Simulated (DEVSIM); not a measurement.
Structure: TaN/SiO2/n-InP capacitor, at 400 K.

| layer (left to right) | material | thickness (nm) | Nd (cm⁻³) |
|---|---|---|---|
| 1 | SiO2 | 1.10 | - |
| 2 | InP | 5500 | 1.3e16 |

Metal gate on the left, work function 4.4 eV. Fixed charge at the semiconductor interface -6.7e11 cm⁻² (in units of +e); no interface traps.

The device is made up for the run: typed textbook-type constants, with dimensions and the other settings drawn at random. Values at 300 K; Nc and Nv go as T^1.5, mobilities as T to minus their exponent, the gap by Varshni's rule with the affinity fixed.

| parameter | SiO2 | InP |
|---|---|---|
| gap (eV) | 9 | 1.344 |
| affinity (eV) | 0.9 | 4.38 |
| permittivity | 3.9 | 12.5 |
| Nc (cm⁻³) | - | 5.7e17 |
| Nv (cm⁻³) | - | 1.1e19 |
| Varshni α (eV/K) | - | 0.000363 |
| Varshni β (K) | - | 162 |

Model (solved in DEVSIM): 1D Poisson equation in equilibrium, Boltzmann statistics, complete ionisation; no quantum confinement or tunnelling. Metal contacts follow the ideal Schottky-Mott rule: no Fermi-level pinning, no interface dipoles.

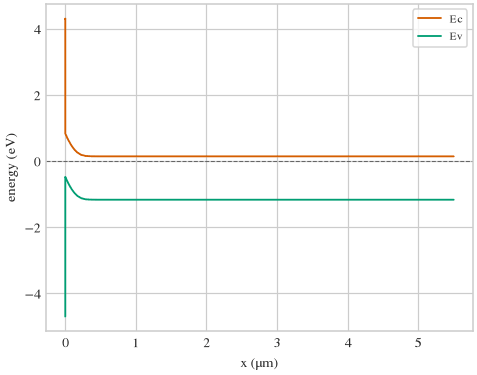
Figure. Band edges at -0.8 V on the gate

Energies count from the Fermi level of the right contact; mesh points crowd at the junctions.

| x (μm) | Ec (eV) | Ev (eV) | n (cm⁻³) | p (cm⁻³) | field (V/cm) |
|---|---|---|---|---|---|
| 0.000 | 4.300 | -4.700 | < 1e2 | < 1e2 | 150000 |
| 0.0005874 | 4.309 | -4.691 | < 1e2 | < 1e2 | 150000 |
| 0.001224 | 0.836 | -0.475 | 2.6e7 | 1.7e13 | -50000 |
| 0.002647 | 0.829 | -0.483 | 3.2e7 | 1.4e13 | -49000 |
| 0.007173 | 0.807 | -0.505 | 6.0e7 | 7.4e12 | -49000 |
| 0.01519 | 0.768 | -0.543 | 1.8e8 | 2.4e12 | -47000 |
| 0.03207 | 0.692 | -0.620 | 1.7e9 | 2.6e11 | -44000 |
| 0.08578 | 0.483 | -0.828 | 7.2e11 | 6.2e8 | -34000 |
| 0.1748 | 0.256 | -1.055 | 5.2e14 | 870000 | -17000 |
| 0.3685 | 0.147 | -1.164 | 1.2e16 | 36000 | -470 |
| 0.7767 | 0.145 | -1.166 | 1.3e16 | 34000 | ≈ 0 |
| 2.075 | 0.145 | -1.166 | 1.3e16 | 34000 | ≈ 0 |
| 3.731 | 0.145 | -1.166 | 1.3e16 | 34000 | ≈ 0 |
| 4.633 | 0.145 | -1.166 | 1.3e16 | 34000 | ≈ 0 |
| 5.177 | 0.145 | -1.166 | 1.3e16 | 34000 | ≈ 0 |
| 5.348 | 0.145 | -1.166 | 1.3e16 | 34000 | ≈ 0 |
| 5.429 | 0.145 | -1.166 | 1.3e16 | 34000 | ≈ 0 |
| 5.468 | 0.145 | -1.166 | 1.3e16 | 34000 | ≈ 0 |
| 5.489 | 0.145 | -1.166 | 1.3e16 | 34000 | ≈ 0 |
| 5.496 | 0.145 | -1.166 | 1.3e16 | 34000 | ≈ 0 |
| 5.499 | 0.145 | -1.166 | 1.3e16 | 34000 | ≈ 0 |
| 5.501 | 0.145 | -1.166 | 1.3e16 | 34000 | ≈ 0 |
